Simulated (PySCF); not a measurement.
System: H2O3Si2 (hydroxylated disilicon oxide cation) (charge +1, doublet).

Input file:

```
{"job": {"kind": "epr"}, "charge": 1, "multiplicity": 2}
O     -0.393616     1.416048     0.819446
Si    -0.106047     0.069017     0.038305
O     -1.357995    -0.795059    -0.412999
O      1.388391    -0.320417    -0.236563
Si     3.124201    -0.529322    -0.412458
H     -1.267330     1.766729     1.044252
H     -1.353546    -1.635542    -0.891016
```

Command:

```sh
OMP_NUM_THREADS=1 python probes_run.py task.json out
```

Geometry: PBE0-D3(BJ)/def2-SVP.

The calculation used UKS B3LYP, IGLO-III on O Si, pcH-1 on H, non-relativistic, mean-field spin-orbit, GIAO in PySCF 2.14.0, density-fitted response routines.

What will maps of the electron density, electron localisation function and spin density show?

Answer. Si–O (1.57 Å): ρ at the midpoint is about 1.3 e/Å³; the ELF peaks at about 0.85 between the atoms (a short, strongly polar bond).
O–H (0.97 Å): ρ at the midpoint is about 3.7 e/Å³; the ELF climbs to about 1 towards the hydrogen, as it does in any bond to H; a covalent bond by its length.
Si–O (1.76 Å): ρ at the midpoint is about 0.8 e/Å³; the ELF peaks at about 0.85 between the atoms: a polar covalent bond.
The unpaired spin (1 electron) lies mostly on Si5 (about 0.9), in electrons by Hirshfeld's partition.

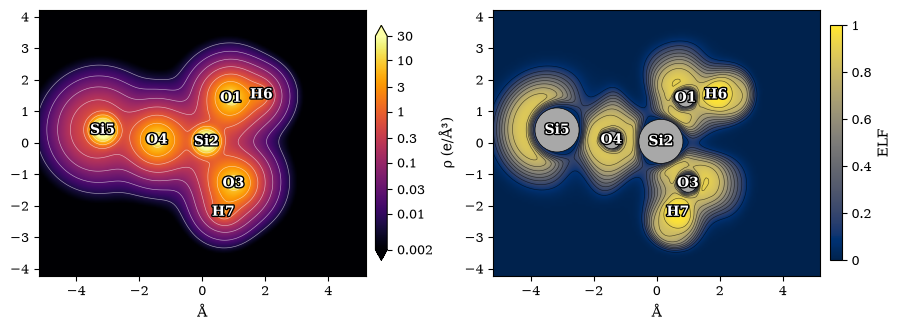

Computed electron density and electron localisation function on the molecular plane, in this order. Grey discs cover the atomic cores in the ELF map. 
